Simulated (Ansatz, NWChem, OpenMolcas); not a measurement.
**How basis sets differ on GaF (SMILES [F][Ga])**

GaF has 2 atoms, charge 0, and is taken as a singlet. SMILES: `[F][Ga]`. The shape is that of a PBE0-D4/def2-TZVP optimisation.

```xyz
2

F     0.0000    0.0000    0.0063
Ga    0.0000    0.0000    1.7929
```

Each level gives the HOMO–LUMO gap (eV). The values are calculated.

```csv
level,kind,program,value (eV),CPU time
HF/ANO-RCC-MB (DKH2),Hartree–Fock,OpenMolcas,11.63,2.5 s
HF/STO-3G,Hartree–Fock,Ansatz,11.03,0.3 s
HF/3-21G,Hartree–Fock,Ansatz,10.66,0.16 s
HF/6-31G* (spherical functions),Hartree–Fock,NWChem,11.03,16 s
HF/def2-SVP,Hartree–Fock,NWChem,11.20,10 s
HF/def2-TZVPPD,Hartree–Fock,Ansatz,11.08,1.4 s
```

All-electron rows without a relativistic Hamiltonian named are non-relativistic. The values span 10.66 to 11.63 eV. A Hartree–Fock LUMO above zero doesn't converge with the basis: it sinks as sets grow more diffuse. Orbital gaps aren't excitation energies. CPU times are rough (shared hosts, several kinds of processor and program).

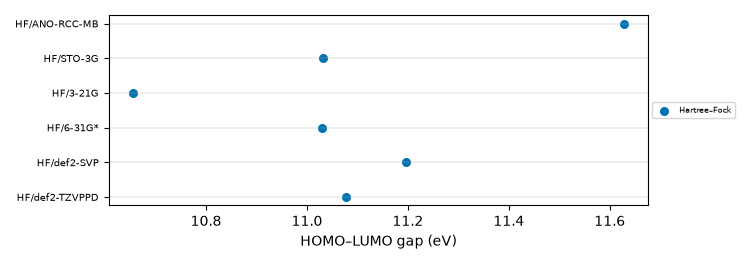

The values of the table, level by level.
